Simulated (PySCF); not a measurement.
# BLYP/def2-SVP run of CH4AlBrO (SMILES [CH3][Al]([OH])[Br])

Aim: the vertical ionisation energy of CH4AlBrO at BLYP/def2-SVP, from 2 runs. The job is set up through a Python script.

The results are computed with PySCF 2.14.0.

### Step 1. The system as given

The species is CH4AlBrO (8 atoms), meant as a singlet with charge 0. As SMILES, `[CH3][Al]([OH])[Br]`. The shape is that of a PBE0-D4/def2-TZVP optimisation. This is one conformer, not always the lowest.

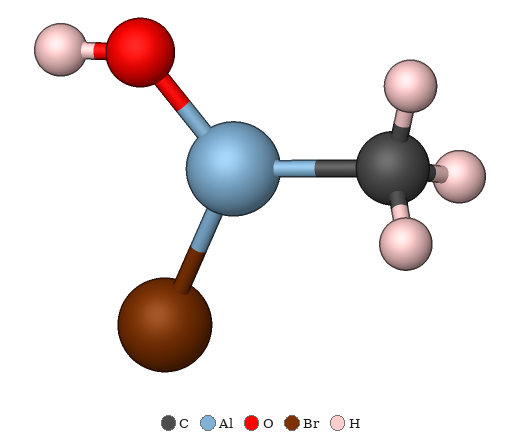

Viewed from a chosen angle; carbon dark grey, aluminium light blue, oxygen red, bromine brown, hydrogen pink.

### Step 2. A single-point energy at BLYP/def2-SVP

Contents of job.py:

```python
# [CH3][Al]([OH])[Br]
from pyscf import gto, dft

mol = gto.M(
    atom='''
C    0.042800   1.297700  -0.084400
Al  -0.087700  -0.627200  -0.128500
O    0.530700  -1.567200   1.131100
Br  -1.071500  -1.702000  -1.863900
H   -0.949600   1.754600  -0.128800
H    0.541700   1.640900   0.824100
H    0.601900   1.668200  -0.948000
H    0.484100  -2.522100   1.142800
''',
    verbose=3,
    basis='def2-svp',
    max_memory=1860,
)

mf = dft.RKS(mol)
mf.xc = 'blyp'
mf.conv_tol = 1e-10
mf.grids.level = 2
mf.kernel()
if not mf.converged:
    mf = mf.newton().run(mf.mo_coeff, mf.mo_occ)

energy = mf.e_tot
print('E(%s) = %.9f' % ('BLYP', energy))
```

On the command line:

```bash
$ OMP_NUM_THREADS=1 python job.py
```

Standard output:

```text
converged SCF energy = -2931.96019942403
E(BLYP) = -2931.960199424
```

It took 8.4 s on 1 thread of Arm Neoverse V1, shared host; peak memory 0.45 GiB.

### Step 3. The doublet cation, same level

Contents of run.py:

```python
from pyscf import gto, dft

molecule = gto.M(
    atom='''
C    0.042800   1.297700  -0.084400
Al  -0.087700  -0.627200  -0.128500
O    0.530700  -1.567200   1.131100
Br  -1.071500  -1.702000  -1.863900
H   -0.949600   1.754600  -0.128800
H    0.541700   1.640900   0.824100
H    0.601900   1.668200  -0.948000
H    0.484100  -2.522100   1.142800
''',
    charge=1,
    spin=1,
    basis='def2-svp',
    verbose=4,
    max_memory=1860,
)

myscf = dft.UKS(molecule, xc='blyp')
myscf.grids.level = 2
myscf.conv_tol = 1e-10
myscf.kernel()
if not myscf.converged:
    myscf = myscf.newton().run(myscf.mo_coeff, myscf.mo_occ)

e_final = myscf.e_tot
print('E(%s) = %.9f' % ('BLYP', e_final))
```

On the command line:

```bash
$ OMP_NUM_THREADS=1 python run.py
```

Standard output:

```text
PySCF version 2.14.0

[INPUT] num. atoms = 8
[INPUT] num. electrons = 65
[INPUT] charge = 1
[INPUT] spin (= nelec alpha-beta = 2S) = 1
[INPUT] symmetry False subgroup None
[INPUT] Mole.unit = angstrom
[INPUT] Symbol           X                Y                Z      unit          X                Y                Z       unit  Magmom
[INPUT]  1 C      0.042800000000   1.297700000000  -0.084400000000 AA    0.080880278131   2.452297591848  -0.159492884913 Bohr   0.0
[INPUT]  2 Al    -0.087700000000  -0.627200000000  -0.128500000000 AA   -0.165728981124  -1.185236225327  -0.242829807007 Bohr   0.0
[INPUT]  3 O      0.530700000000  -1.567200000000   1.131100000000 AA    1.002877654307  -2.961578782418   2.137469219496 Bohr   0.0
[INPUT]  4 Br    -1.071500000000  -1.702000000000  -1.863900000000 AA   -2.024841542471  -3.216313864010  -3.522260523577 Bohr   0.0
[INPUT]  5 H     -0.949600000000   1.754600000000  -0.128800000000 AA   -1.794483927887   3.315713458162  -0.243396724844 Bohr   0.0
[INPUT]  6 H      0.541700000000   1.640900000000   0.824100000000 AA    1.023664641677   3.100851597799   1.557323299254 Bohr   0.0
[INPUT]  7 H      0.601900000000   1.668200000000  -0.948000000000 AA    1.137426154376   3.152441120999  -1.791460366088 Bohr   0.0
[INPUT]  8 H      0.484100000000  -2.522100000000   1.142800000000 AA    0.914816416902  -4.766078258766   2.159579015153 Bohr   0.0

nuclear repulsion = 290.919384814347
number of shells = 44
number of NR pGTOs = 186
number of NR cGTOs = 98
basis = def2-svp
ecp = {}

******** <class 'pyscf.dft.uks.UKS'> ********
method = UKS
initial guess = minao
damping factor = 0
level_shift factor = 0
DIIS = <class 'pyscf.scf.diis.CDIIS'>
diis_start_cycle = 1
diis_space = 8
diis_damp = 0
SCF conv_tol = 1e-10
SCF conv_tol_grad = None
SCF max_cycles = 50
direct_scf = True
direct_scf_tol = 1e-13
number electrons alpha = 33  beta = 32
XC library pyscf.dft.libxc version 7.0.0
    S. Lehtola, C. Steigemann, M. J.T. Oliveira, and M. A.L. Marques.,  SoftwareX 7, 1–5 (2018)
XC functionals = blyp
    A. D. Becke.,  Phys. Rev. A 38, 3098 (1988)
    C. Lee, W. Yang, and R. G. Parr.,  Phys. Rev. B 37, 785 (1988)
    B. Miehlich, A. Savin, H. Stoll, and H. Preuss.,  Chem. Phys. Lett. 157, 200 (1989)
radial grids:
    Treutler-Ahlrichs [JCP 102, 346 (1995); DOI:10.1063/1.469408] (M4) radial grids

becke partition: Becke, JCP 88, 2547 (1988); DOI:10.1063/1.454033
pruning grids: <function nwchem_prune>
grids dens level: 2
symmetrized grids: False
atomic radii adjust function: <function treutler_atomic_radii_adjust>
small_rho_cutoff = 0
Set gradient conv threshold to 1e-05
tot grids = 68872
init E= -2930.96564919216
[... the frontier-level lines of each cycle are left out ...]


cycle= 1 E= -2931.30972406066  delta_E= -0.344  |g|= 0.764  |ddm|= 2.15
cycle= 2 E= -2927.55968043281  delta_E= 3.75  |g|= 2.44  |ddm|= 2.88
cycle= 3 E= -2931.34890702203  delta_E= -3.79  |g|= 0.549  |ddm|= 2.54
cycle= 4 E= -2931.47263074387  delta_E= -0.124  |g|= 0.402  |ddm|= 1.19
cycle= 5 E= -2931.363157408  delta_E= 0.109  |g|= 0.526  |ddm|= 1.09
cycle= 6 E= -2931.59312206486  delta_E= -0.23  |g|= 0.0939  |ddm|= 0.999
cycle= 7 E= -2931.56847856552  delta_E= 0.0246  |g|= 0.175  |ddm|= 0.494



cycle= 8 E= -2931.59748545085  delta_E= -0.029  |g|= 0.0659  |ddm|= 0.538
cycle= 9 E= -2931.60069305615  delta_E= -0.00321  |g|= 0.0189  |ddm|= 0.189
cycle= 10 E= -2931.60097012217  delta_E= -0.000277  |g|= 0.00497  |ddm|= 0.0436
cycle= 11 E= -2931.600981741  delta_E= -1.16e-05  |g|= 0.00327  |ddm|= 0.0117
cycle= 12 E= -2931.60098723832  delta_E= -5.5e-06  |g|= 0.002  |ddm|= 0.00292
cycle= 13 E= -2931.60099022335  delta_E= -2.99e-06  |g|= 0.000985  |ddm|= 0.00243
cycle= 14 E= -2931.60099099734  delta_E= -7.74e-07  |g|= 0.000348  |ddm|= 0.00152
cycle= 15 E= -2931.60099109811  delta_E= -1.01e-07  |g|= 8.43e-05  |ddm|= 0.000608
cycle= 16 E= -2931.60099110439  delta_E= -6.28e-09  |g|= 1.4e-05  |ddm|= 0.000188
cycle= 17 E= -2931.60099110445  delta_E= -5.64e-11  |g|= 1.32e-05  |ddm|= 5.71e-05
cycle= 18 E= -2931.60099110461  delta_E= -1.62e-10  |g|= 1.82e-06  |ddm|= 3.3e-05
cycle= 19 E= -2931.6009911046  delta_E= 5.46e-12  |g|= 1.04e-06  |ddm|= 8.34e-06
Extra cycle  E= -2931.6009911045  delta_E= 1.06e-10  |g|= 1.13e-05  |ddm|= 2.75e-05
converged SCF energy = -2931.6009911045  <S^2> = 0.75207566  2S+1 = 2.0020746
E(BLYP) = -2931.600991104
```

Wall time 20 s (1 thread of Arm Neoverse V1, shared host); peak memory 0.46 GiB.

### Step 4. Results

At BLYP/def2-SVP:

| quantity | value |
| --- | --- |
| singlet CH4AlBrO: total energy | -2931.96020 Eh |
| singlet CH4AlBrO: dipole moment | 0.72 D |
| singlet CH4AlBrO: HOMO energy | -6.61 eV |
| singlet CH4AlBrO: LUMO energy | -0.82 eV |
| singlet CH4AlBrO: HOMO–LUMO gap | 5.78 eV |
| doublet cation: total energy | -2931.60099 Eh |
| doublet cation: HOMO energy (highest over α and β) | -12.94 eV |
| doublet cation: LUMO energy (lowest over α and β) | -12.83 eV |
| doublet cation: ⟨S²⟩ | 0.752 |
| vertical ionisation energy (to the doublet cation) | 9.775 eV |

**Reading.** The vertical ionisation energy comes to 9.77 eV (225 kcal/mol). The negative HOMO energy of the first species, 6.61 eV, lies 3.17 eV below that difference. Mulliken charges (singlet CH4AlBrO) run from -0.37 on O3 to +0.60 on Al2.
